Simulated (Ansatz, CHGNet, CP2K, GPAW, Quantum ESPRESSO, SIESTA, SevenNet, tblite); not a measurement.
# Running generalised stacking fault on (111) (glide set) of a Ge-Sn solid solution (48 atoms) with GPAW, part 2 of 2

Aim: run generalised stacking fault on (111) (glide set) of a Ge-Sn solid solution (48 atoms) in GPAW and see how near its forces come to a plane-wave reference, and at what cost.

Program: GPAW 26.7.0; the method stands at each step. Banners, paths, timers and routine set-up lines are dropped from the logs unmarked, and long logs keep their key lines alone; longer cuts are marked.

So far. Step 3 (PBE, plane waves 450 eV): The run ends at a pressure of 9.57 GPa, with forces up to 13 eV/Å. Step 4 (PBE, LCAO dzp, h 0.2 Å, other mixer settings): Against the first run (6.2 %), the force difference from the reference is 6.2 %, at 1.1 times the CPU time: another solver or mixer reaches the same state.

**5. RPBE, LCAO dzp, h 0.2 Å**

Method: Kohn-Sham DFT, RPBE, PAW, atomic orbitals (dzp).

File run.py:

```python
import numpy as np
from ase.io import read
from gpaw import GPAW, FermiDirac

atoms = read("structure.xyz")
atoms.calc = GPAW(
    mode="lcao",
    basis="dzp",
    h=0.2,
    xc="RPBE",
    kpts={"size": (1, 1, 1), "gamma": True},
    occupations=FermiDirac(0.05),
    maxiter=200,
    symmetry={"point_group": False},
    txt="gpaw.txt",
)
energy = atoms.get_potential_energy(force_consistent=True)
forces = atoms.get_forces()
print(f"energy {energy:.6f} eV")
print("forces (eV/A)")
for i, (a, f) in enumerate(zip(atoms, forces)):
    print(f"{i:4d} {a.symbol:2s} {f[0]:10.5f} {f[1]:10.5f} {f[2]:10.5f}")
print(f"Fermi level {atoms.calc.get_fermi_level():.4f} eV")
for k in range(len(atoms.calc.get_ibz_k_points())):
    for s in range(atoms.calc.get_number_of_spins()):
        e = atoms.calc.get_eigenvalues(kpt=k, spin=s)
        n = np.searchsorted(e, atoms.calc.get_fermi_level())
        print(f"k {k} spin {s} levels about the Fermi level:", np.round(e[max(n - 6, 0):n], 4).tolist(), "|", np.round(e[n:n + 6], 4).tolist())
```

File structure.xyz:

```xyz
48
Lattice="8.33424 0.00000 0.00000 0.00000 7.21767 0.00000 3.47263 0.00000 20.51464" Properties=species:S:1:pos:R:3 pbc="T T T"
[... 48 atom lines left out: the same atoms as in the first run ...]
```

Launch:

```bash
$ OMP_NUM_THREADS=1 python run.py > output.txt
```

Numbers of over 12 decimals in the logs are rounded to 6 here.

The program printed:

```text
energy -152.784123 eV
forces (eV/A)
   0 Ge    4.72608   -3.68157    0.94254
   1 Sn    1.39326   -1.21179   -0.93242
   2 Sn   -3.27687    0.84676    0.30919
   3 Ge   -0.23176    0.86894    2.57564
   4 Sn    7.90895   -6.14038    4.77559
   5 Ge   -1.84070    0.65176    0.01701
   6 Ge    1.34747   -1.11315    1.72833
   7 Ge   -1.99921   -2.81251   -2.41040
   8 Ge    9.64929   -7.31723    6.32807
   9 Ge    0.58205   -0.17531   -1.51959
  10 Sn   -0.86032   -1.44340    0.28756
  11 Ge   -0.33658    0.42373    0.64171
[...]
43 Ge    1.01395   -0.43360    0.76052
  44 Sn    0.20226   -0.53162    1.35944
  45 Ge   -4.68137    3.81782   -2.43035
  46 Ge    0.50896   -0.36927   -0.93663
  47 Ge   -4.40779    2.86644   -1.24066
Fermi level 5.9069 eV
k 0 spin 0 levels about the Fermi level: [5.3083, 5.4766, 5.6452, 5.7463, 5.7577, 5.8838] | [5.9364, 6.0099, 6.1557, 6.2281, 6.2774, 6.4983]
```

gpaw.txt:

```text
Input parameters:
  mode=LCAO(),
  basis={'default': 'dzp'},
  h=0.2,
  kpts=MonkhorstPack(size=(1, 1, 1), gamma=True),
  maxiter=200,
  occupations=Occupations(name='fermi-dirac', width=0.05, fixmagmom=False),
  symmetry=Symmetry(point_group=False),
  xc=XC(name='RPBE')
[... lines left out ...]
  Fermi-Dirac:
[... lines left out ...]
convergence criteria:
- Maximum [total energy] change in last 3 cyles: 0.0005 eV / valence electron
[... lines left out ...]
Converged in 19 steps
[... lines left out ...]
  Free energy:    -152.784123
[... lines left out ...]
Fermi level: 5.907
[... lines left out ...]
|          0 |       -16.750 |     2.000 |
|        ... |               |           |
|        158 |         5.184 |     2.000 |
|        159 |         5.268 |     2.000 |
[...]
|        173 |         6.762 |     0.000 |
|        ... |               |           |
|        203 |         9.380 |     0.000 |
Gap: 0.053 eV
Transition (v -> c):
  (s=0, k=0, n=165, [0.00, 0.00, 0.00]) -> (s=0, k=0, n=166, [0.00, 0.00, 0.00])
No difference between direct/indirect transitions
Force computation time: 20.510  # s
timing:  # [seconds]
  Total:  199.597  # ━━━━━━━━━━━━━━━━━━━━━━━━━━━━━━━━━━━━━━━━━━━━━━━━━━━━━━━━
  Init:     8.568  # ━━╸
  SCF:    170.487  # ━━━━━━━━━━━━━━━━━━━━━━━━━━━━━━━━━━━━━━━━━━━━━━━━
  Forces:  20.510  # ━━━━━━
```

Run time: 3.4 min. Hardware: 1 thread of Arm Neoverse V1, shared host; peak memory 1.2 GiB.

Compared with the plane-wave run:

- r.m.s. force component: 2.451 eV/Å
- r.m.s. difference of force components: 187.2 meV/Å
- longest difference of force vectors: 841.9 meV/Å
- force difference over r.m.s. force: 8.22 %
- slope of forces against the reference's: 1.076
- correlation of force components: 0.9996

Against the first run (6.2 %), the force difference from the reference is 8.2 %, at 1.0 times the CPU time; the model has changed, so this is no error of the program alone.

**6. Side by side**

Differences are against the plane-wave reference, forces as r.m.s. over components; share is that over the reference's r.m.s. force, slope the least-squares factor from reference forces to these. Total energies of different programs have different zeros and aren't compared.

```
                                              run  Δ force, r.m.s. (meV/Å)  share (%)  slope  Δ pressure (GPa)  cores  CPU time  memory (GiB)
                                        reference                        -          -      -                 -      4    12 min             3
                      GPAW PBE, LCAO dzp, h 0.2 Å                      142       6.24  1.056                 -      1   3.3 min           1.2
                     GPAW PBE, plane waves 450 eV                     44.7       1.96  1.002            -0.472      2   7.6 min           1.2
GPAW PBE, LCAO dzp, h 0.2 Å, other mixer settings                      141       6.20  1.056                 -      1   3.6 min           1.1
                     GPAW RPBE, LCAO dzp, h 0.2 Å                      187       8.22  1.076                 -      1   3.4 min           1.2
```

CPU time is summed over cores on a shared host, where runs went side by side, so it is rough. Symmetry, cutoffs, thresholds, outputs and thread counts weren't matched or tuned between programs; memory under MPI is the largest rank's times the ranks.

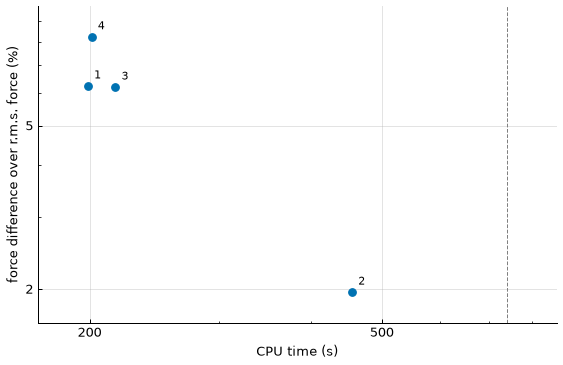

Force difference against CPU time; the dashed line marks the reference's time. Points: 1 GPAW PBE, LCAO dzp, h 0.2 Å; 2 GPAW PBE, plane waves 450 eV; 3 GPAW PBE, LCAO dzp, h 0.2 Å, other mixer settings; 4 GPAW RPBE, LCAO dzp, h 0.2 Å.

Within one program, basis, potentials and functional, energies share a zero. Each run against its twin at the usual cutoff or grid and solver:

```
                                              run               twin  Δ energy (meV/atom)  Δ force, r.m.s. (meV/Å)  CPU time over the twin's
GPAW PBE, LCAO dzp, h 0.2 Å, other mixer settings  LCAO dzp, h 0.2 Å                    0                     4.13                       1.1
```

A second geometry, displaced anew (every atom was moved at random, 0.08 Å r.m.s. a Cartesian component), gives an energy difference that all programs can be tested on. The reference puts it at 61.49 meV/atom.

```
                                              run  energy less the first geometry's (meV/atom)  error (meV/atom)  force share at the second geometry (%)
                      GPAW PBE, LCAO dzp, h 0.2 Å                                        66.93              5.44                                    6.89
                     GPAW PBE, plane waves 450 eV                                        63.17              1.68                                    2.80
GPAW PBE, LCAO dzp, h 0.2 Å, other mixer settings                                        66.93              5.44                                    6.88
                     GPAW RPBE, LCAO dzp, h 0.2 Å                                        68.75              7.27                                    9.01
```

**7. Outcome**

| Property | Result |
| --- | --- |
| nearest in forces | GPAW PBE, plane waves 450 eV, 2.0 % |
| its CPU time | 7.6 min |

PBE on plane waves or a grid with other potentials, cutoffs or grids differs from the reference by 2.0 % (GPAW PBE, plane waves 450 eV) of the r.m.s. force; this holds the reference's own error, so differences of a few per cent don't tell which side is nearer the exact PBE result. The PBE runs in local orbitals differ by 6.2 % in each run; basis, grid and potentials can all enter. Rows with another functional or a dispersion term differ by 8.2 % (GPAW RPBE, LCAO dzp, h 0.2 Å), which mixes the change of model with differences of basis and potentials. Of the electronic-structure runs that take under half the reference's CPU time, GPAW PBE, LCAO dzp, h 0.2 Å, other mixer settings is among the nearest, at 6.2 % in 3.6 min against 12 min. The energy difference between the two geometries, 61.5 meV/atom in the reference, is met best by GPAW PBE, plane waves 450 eV (+1.68) and worst by GPAW RPBE, LCAO dzp, h 0.2 Å (+7.27). The potentials hold different valence shells: 672 electrons in the reference, 332 in GPAW; this bears on time and differences. GPAW's setups keep the filled d shell of Ge in the core. The reference's pressure holds the uncorrected Pulay stress of its 45 Ry basis, so small pressure differences, and their order, may be the reference's own error. The reference's stress is far from hydrostatic: its diagonal is 18.1, 4.6, 7.5 GPa, compression counted positive. The host structure and its lattice constant were typed by rule, without a check against the phase diagram. The reference's pressure of 10 GPa belongs to a cell and atoms that aren't relaxed at this level. The electronic-structure runs sample only Γ, in a cell whose shortest periodic width is 7 Å, which is coarse for a cell with partly filled levels.

[Also dropped from logs without a mark: logging warnings of Python, and SIESTA's first energy breakdown and zero terms.]

[Logs are printed without paths, hosts, clocks, repeated set-up lines and the standing remarks that a program may print on its own settings, such as how far it seeks lower states.]

[Hosts, paths, dates, database ids (printed as entryN), source tags and the programs' standing remarks are cut or masked in the printed files.]
